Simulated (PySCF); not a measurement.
# Cl$_{2}$H$_{2}$O$_{2}$Si, SMILES `O[Si](O)(Cl)Cl`: electronic structure

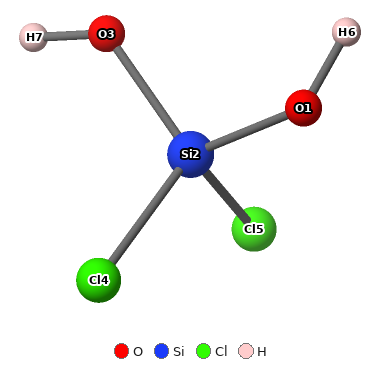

The molecule, with its atoms numbered as below. No frequency check shows the geometry to be a minimum.

Cartesian coordinates (Å):

```
O1       0.1119    1.2274   -1.3244
Si2      0.0081    0.3171    0.0000
O3      -0.0618    1.3265    1.2673
Cl4      1.6545   -0.8129    0.0186
Cl5     -1.6540   -0.8294   -0.0350
H6      -0.3993    2.0261   -1.4337
H7      -0.1238    1.0240    2.1699
```

### 1. Bonding charge

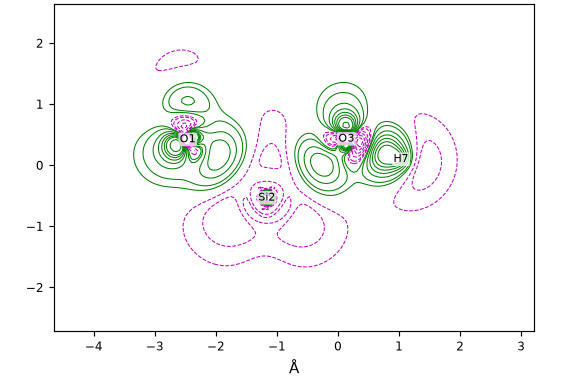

Deformation density (molecule less spherical, spin-averaged free atoms) in the plane of O1, Si2, O3 and H7; contours at ±0.05 to ±0.8 e/Å³; solid green lines: gain, dashed magenta lines: loss.

PySCF calculation, B3LYP/def2-SVPD, gas phase; geometry: GFN2-xTB.

> Describe the bonding that the map shows.

O3–H7: +0.78 e/Å³ at the bond critical point (bond length 0.95 Å). O1–Si2: +0.06 e/Å³ at the bond critical point (bond length 1.61 Å); up to 0.6 Å beside the axis the gain reaches +0.38 e/Å³. Si2–O3: +0.06 e/Å³ at the bond critical point (bond length 1.62 Å); up to 0.6 Å beside the axis the gain reaches +0.37 e/Å³. In all, 1.6 electrons gather in the regions of gain relative to the promolecule. A small or negative value marks a very polar bond, one between electron-rich atoms, whose free-atom densities already overlap strongly, a long bond to a heavier atom, or a closed-shell contact such as a hydrogen bond.

> Where do the Hirshfeld charges lie?

The highest Hirshfeld charge is on Si2 (+0.46 e), the lowest on O3 (−0.30 e).

### 2. Bond critical points

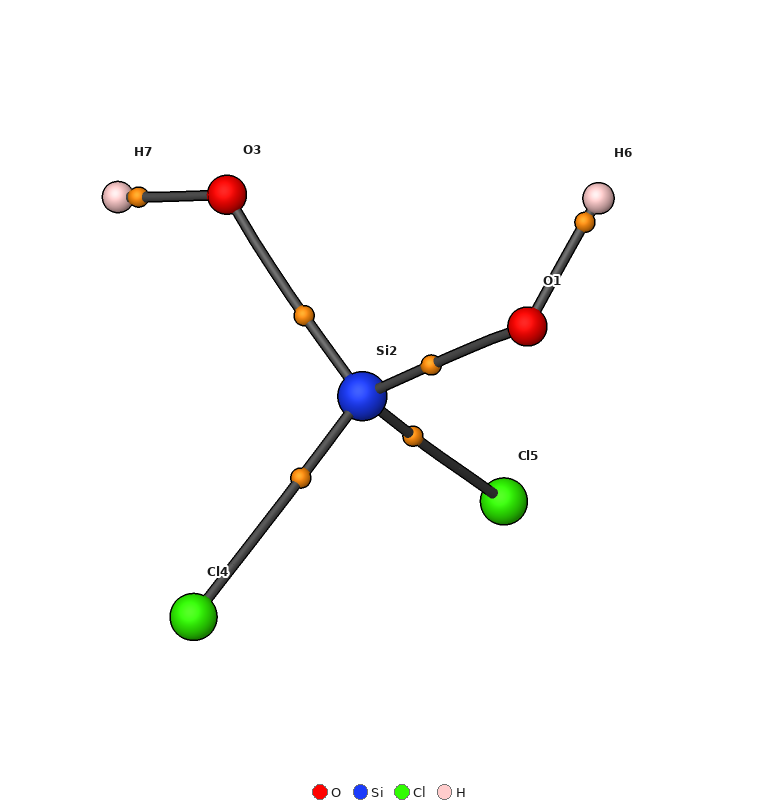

Molecular graph of the electron density (QTAIM): bond paths, bond critical points (orange), ring points (yellow, if any); weak paths are dashed.

> How many critical points of each kind are there, and does the count close?

7 nuclei, 6 bond, 0 ring and 0 cage critical points: 7 − 6 + 0 − 0 = 1, as the Poincaré–Hopf relation requires.

> Tabulate density, Laplacian, ellipticity and energy density at the bond critical points (atomic units).

| bond | length (Å) | ρ (a.u.) | ∇²ρ (a.u.) | ε | H (a.u.) |
| --- | --- | --- | --- | --- | --- |
| O3–H7 | 0.954 | 0.359 | −2.39 | 0.01 | −0.667 |
| O1–H6 | 0.955 | 0.357 | −2.38 | 0.00 | −0.665 |
| O1–Si2 | 1.610 | 0.138 | +1.14 | 0.07 | −0.024 |
| Si2–O3 | 1.622 | 0.133 | +1.08 | 0.07 | −0.023 |
| Si2–Cl4 | 1.997 | 0.104 | +0.36 | 0.02 | −0.046 |
| Si2–Cl5 | 2.019 | 0.100 | +0.33 | 0.02 | −0.044 |

> What kind of interaction is Si2–Cl4?

Polar or intermediate (positive Laplacian, negative energy density H): ρ = 0.104, ∇²ρ = +0.36, H = −0.046 a.u.

### 3. Electrostatic potential

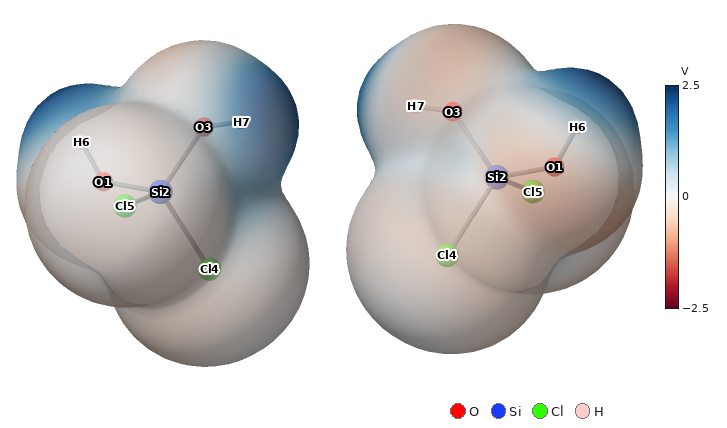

Electrostatic potential on the surface of electron density 0.001 a.u. (back view left, front view right).

> Where are the extremes of the potential on the surface?

Highest: 2.44 V, 1.2 Å from H7. Further maxima include 0.50 V, off the O1–Si2 bond (2.1 Å from its atoms); 0.32 V, off the Si2–O3 bond (2.1 Å from its atoms). Lowest: −0.99 V, 1.8 Å from O1. Further minima include −0.69 V, 1.8 Å from O3; −0.38 V, 2.1 Å from Cl5. The surface is sampled at points, so like sites can differ by a few per cent and only the strongest of them is named.

> Does Cl4 carry a σ-hole?

Yes: a local maximum of +0.16 V lies on the extension of the Si2–Cl4 bond.

> What volume does the surface enclose, and what is the dipole moment?

About 117 Å³; the dipole moment is 1.9 D.

### 4. In an electric field

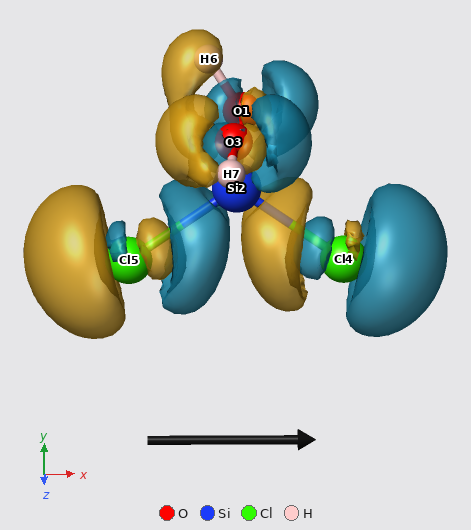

Change of the electron density in a uniform field of 0.21 V/Å along +x (arrow), surfaces at ±0.0015 e/Å³ (yellow: gain, teal: loss).

Computed with PySCF, B3LYP/def2-SVPD, geometry: GFN2-xTB.

> What dipole is induced, and what polarisability does it imply?

The induced dipole is 0.65 D (along the field); α along this axis, from the fields in both directions, is 64 bohr³ (9.5 Å³).

> Which atoms gain and lose the most charge?

Electrons gather most on Cl5 (Hirshfeld charge changes by −0.018 e) and leave Cl4 most (+0.018 e); 0.054 electrons are displaced in all.

### 5. Removing or adding an electron

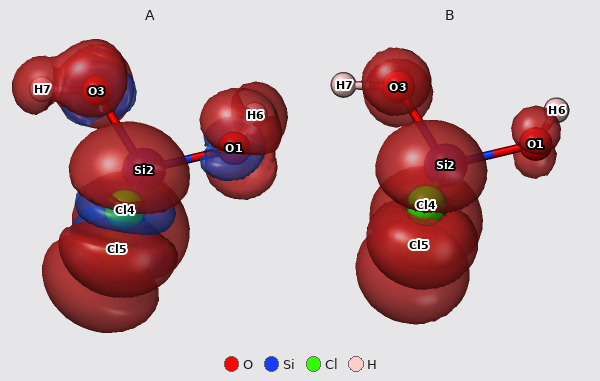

The Fukui function f⁻ from two separate SCF calculations and the density of the HOMO, at ±0.015 e/Å³ (red positive, blue negative).

> Which panel is which, and how good is the frozen-orbital picture?

A is f⁻ (it has negative regions), B the HOMO density. The HOMO lies on Cl5 (43 %), Cl4 (40 %) and O3 (9 %); f⁻ (Hirshfeld-condensed) is largest on Cl5 (0.33) and Cl4 (0.33); the vertical ionisation energy is 11.33 eV (the stability of the cation's solution wasn't checked). Relaxation shifts 17 % of the electron between atoms. The orbital energy is −9.00 eV.

The PySCF runs shown took 28 s, 61 s and 110 s on 1 thread of Arm Neoverse N1, with other jobs on the host.
